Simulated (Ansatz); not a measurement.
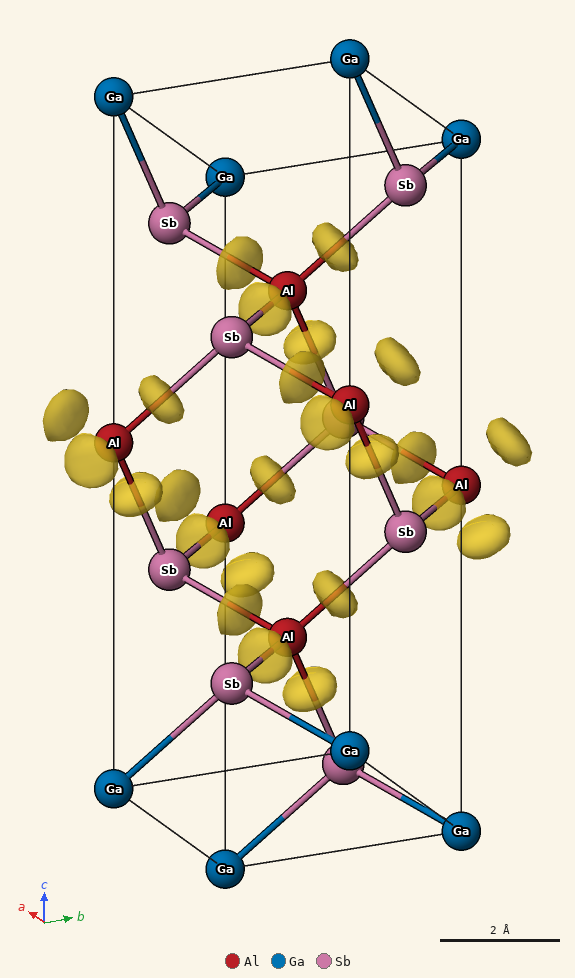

Al$_{3}$GaSb$_{4}$. Isosurface of the ELF at 0.85 (yellow), seen at an oblique angle. Core shells and regions of very low density are left out. Sticks mark near contacts.

Space group P-4m2; a structure generated by program, which may or may not match a known phase.

Level of theory: DFT PBE, spin-orbit coupling, plane waves, PAW (Ansatz).

```
CELL_PARAMETERS angstrom
4.40539 0.00000 0.00000
0.00000 4.40539 0.00000
0.00000 0.00000 12.41305
ATOMIC_POSITIONS crystal
Al 0.50000 0.50000 0.24949
Al 0.00000 0.00000 0.50000
Al 0.50000 0.50000 0.75051
Ga 0.00000 0.00000 0.00000
Sb 0.50000 0.00000 0.37474
Sb 0.00000 0.50000 0.62526
Sb 0.50000 0.00000 0.87528
Sb 0.00000 0.50000 0.12472
```

Identify the bonds, lone pairs and shells in this picture.

Answer. At this value the surface marks out twelve regions between bonded Al–Sb atoms (shared pairs), counted in one cell of 8 atoms. Regions shared between cells count once. Along the contacts the grid gives the following. Ga–Sb (2.69 Å): the ELF peaks at about 0.70 between the atoms. Al–Sb (2.69 Å): the ELF peaks at about 0.95 between the atoms, as expected for a covalent bond.
